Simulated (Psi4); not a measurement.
# InSiH4F (SMILES [F][InH][SiH3]) at CCSD/def2-SVP (core potential)

Aim: the vertical ionisation energy of InSiH4F at CCSD/def2-SVP (core potential), from 2 runs. 

Program for the calculation: Psi4 1.11.

3 further runs of the same task are left out: 3 set aside as unsound or not needed.

### Step 1. The molecule

InSiH4F: 7 atoms, total charge 0, spin state singlet. SMILES: `[F][InH][SiH3]`. Geometry: relaxed at PBE0-D4/def2-TZVP.

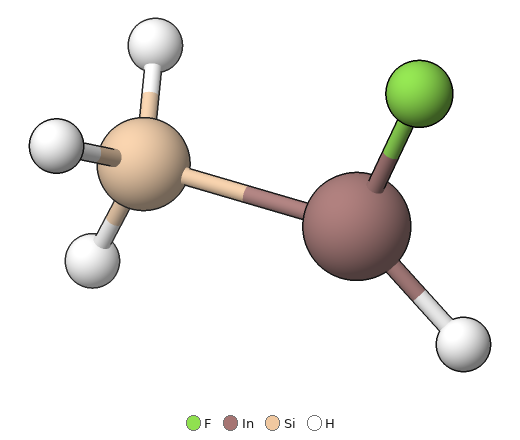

The structure, seen from a chosen angle (fluorine green, indium brown, silicon light orange, hydrogen white).

### Step 2. A single-point energy at CCSD/def2-SVP (core potential)

fh4insi.dat

```
memory 1.6 GB

molecule system {
  0 1
  F
  In 1 1.967703
  Si 2 2.558492 1 109.21526
  H 2 1.714032 1 109.3978 3 -179.99118
  H 3 1.486283 2 109.16118 4 -120.91742
  H 3 1.48646 5 109.17416 2 119.22393
  H 3 1.486801 5 108.98082 6 118.89951
  units angstrom
  symmetry c1
  no_reorient
  no_com
}

set basis def2-SVP
set puream true
set e_convergence 1e-09
set d_convergence 1e-08
set scf_type pk
set num_frozen_docc 10

result = energy("ccsd")
```

Command:

```bash
$ psi4 fh4insi.dat fh4insi.out -n 1
```

fh4insi.out:

```text
[...]
    !!!  WARNING: ECP capability is in beta. Please check occupations closely.  !!!
[...]
  Running in c1 symmetry.
[...]
  Nuclear repulsion =  168.681576215732264
[...]
  Multiplicity = 1
[...]
  Nalpha       = 24
  Nbeta        = 24
[...]
    Number of basis functions: 78
[...]
   @RHF iter   1:  -579.65543938352630   -1.78967e+00   5.62608e-03 DIIS/ADIIS
[...]
   @RHF iter  11:  -579.74452306240619   -2.04636e-12   2.58838e-09 DIIS
[...]
    Orbital Energies [Eh]
    ---------------------
    Doubly Occupied:
       1A    -68.768049     2A    -26.176093     3A     -6.140972
       4A     -5.405240     5A     -4.251139     6A     -4.250792
       7A     -4.250749     8A     -3.666728     9A     -3.658241
      10A     -3.657334    11A     -1.427133    12A     -1.053204
      13A     -1.049801    14A     -1.046861    15A     -1.043205
      16A     -1.041147    17A     -0.729933    18A     -0.589518
      19A     -0.547761    20A     -0.541382    21A     -0.498297
      22A     -0.497716    23A     -0.476331    24A     -0.383077
[...]
  @RHF Final Energy:  -579.74452306240619
   => Energetics <=
    Nuclear Repulsion Energy =            168.6815762157322638
    One-Electron Energy =               -1214.5507934477891467
    Two-Electron Energy =                 466.1246941696506383
    Total Energy =                       -579.7445230624061878
[...]
 Multipole Moments:
 ------------------------------------------------------------------------------------
     Multipole            Electronic (a.u.)      Nuclear  (a.u.)        Total (a.u.)
 ------------------------------------------------------------------------------------
 L = 1.  Multiply by 2.5417464519 to convert [e a0] to [Debye]
 Dipole X            :          0.0023796           -0.0020385            0.0003411
 Dipole Y            :         36.2740553          -36.4363587           -0.1623034
 Dipole Z            :          0.2123536            1.1375037            1.3498573
 Magnitude           :                                                    1.3595798
[...]
      * MP2 total energy                      = -580.123102925483977
[...]
      * CCSD total energy                     = -580.160614800783037
[...]
```

It took 10 s on 1 thread of AMD EPYC 9R45 (Zen 5), shared host; peak memory 0.41 GiB.

### Step 3. The doublet cation

fh4insi.dat

```
memory 1600 MB

molecule geom {
  1 2
  F     -0.37038632    -4.42195913     2.45437629
  In    -1.42863295    -2.20134196    -0.33410358
  Si     0.99777539     1.97117332    -0.05404617
  H     -3.66191128    -3.71501259    -2.12650881
  H      3.75299608     1.44734124    -0.20560220
  H      0.42707810     3.20497551     2.40410958
  H      0.28308097     3.71482362    -2.13803614
  units bohr
  symmetry c1
  no_reorient
  no_com
}

set reference uhf
set puream true
set e_convergence 1e-09
set d_convergence 1e-08
set scf_type pk
set num_frozen_docc 10
set maxiter 100

energy('ccsd/def2-SVP')
```

Command:

```bash
$ psi4 fh4insi.dat fh4insi.out -n 1
```

fh4insi.out:

```text
[...]
    !!!  WARNING: ECP capability is in beta. Please check occupations closely.  !!!
[...]
  Running in c1 symmetry.
[...]
  Nuclear repulsion =  168.681564817999458
[...]
  Multiplicity = 2
[...]
  Nalpha       = 24
  Nbeta        = 23
[...]
    Number of basis functions: 78
[...]
   @UHF iter   1:  -579.27479309955766   -1.39712e+00   5.86457e-03 DIIS/ADIIS
[...]
   @UHF iter  17:  -579.39331771279444   -6.02540e-12   8.81452e-09 DIIS
[...]
   @S^2 Observed:                8.083449962E-01
[...]
    Orbital Energies [Eh]
    ---------------------
    Alpha Occupied:
       1A    -69.012518     2A    -26.379428     3A     -6.387570
       4A     -5.655804     5A     -4.503499     6A     -4.494416
       7A     -4.494379     8A     -3.916046     9A     -3.913248
      10A     -3.905325    11A     -1.625298    12A     -1.309854
      13A     -1.300368    14A     -1.297825    15A     -1.292640
      16A     -1.287761    17A     -0.975718    18A     -0.812899
      19A     -0.752921    20A     -0.736203    21A     -0.719504
      22A     -0.715735    23A     -0.707221    24A     -0.668503
    Alpha Virtual:
      25A     -0.177128    26A     -0.126899    27A     -0.102489
[...]
  @UHF Final Energy:  -579.39331771279444
   => Energetics <=
    Nuclear Repulsion Energy =            168.6815648179994582
    One-Electron Energy =               -1203.3471397769485520
    Two-Electron Energy =                 455.2722572461545951
    Total Energy =                       -579.3933177127944418
  UHF NO Occupations:
  HONO-2 :   22  A 1.9990153
  HONO-1 :   23  A 1.9720507
[...]
 Multipole Moments:
 ------------------------------------------------------------------------------------
     Multipole            Electronic (a.u.)      Nuclear  (a.u.)        Total (a.u.)
 ------------------------------------------------------------------------------------
 L = 1.  Multiply by 2.5417464519 to convert [e a0] to [Debye]
 Dipole X            :         17.7512605          -18.5646695           -0.8134090
 Dipole Y            :         54.2863091          -53.7772591            0.5090501
 Dipole Z            :        -13.6043735           12.2505275           -1.3538460
 Magnitude           :                                                    1.6594171
[...]
      * MP2 total energy                      = -579.756599527395451
[...]
      * CCSD total energy                     = -579.795179895043475
[...]
```

It took 27 s on 1 thread of AMD EPYC 9R45 (Zen 5), shared host; peak memory 0.41 GiB.

### Step 4. Results

At CCSD/def2-SVP (core potential), 10 core orbitals frozen:

| quantity | value |
| --- | --- |
| singlet InSiH4F: total energy | -580.16061 Eh |
| singlet InSiH4F: HOMO energy (Hartree–Fock orbitals) | -10.42 eV |
| singlet InSiH4F: LUMO energy (Hartree–Fock orbitals) | 0.57 eV |
| singlet InSiH4F: HOMO–LUMO gap (Hartree–Fock orbitals) | 10.99 eV |
| singlet InSiH4F: correlation energy (10 core orbitals frozen) | -416.1 mEh |
| singlet InSiH4F: T1 diagnostic | 0.014 |
| doublet cation: total energy | -579.79518 Eh |
| doublet cation: HOMO energy (Hartree–Fock orbitals) (highest over α and β) | -17.67 eV |
| doublet cation: LUMO energy (Hartree–Fock orbitals) (lowest over α and β) | -8.71 eV |
| doublet cation: correlation energy (10 core orbitals frozen) | -401.9 mEh |
| doublet cation: ⟨S²⟩ of the reference determinant | 0.808 |
| doublet cation: T1 diagnostic | 0.036 |
| vertical ionisation energy (to the doublet cation) | 9.944 eV |

What this shows: The vertical ionisation energy comes to 9.94 eV (229 kcal/mol).
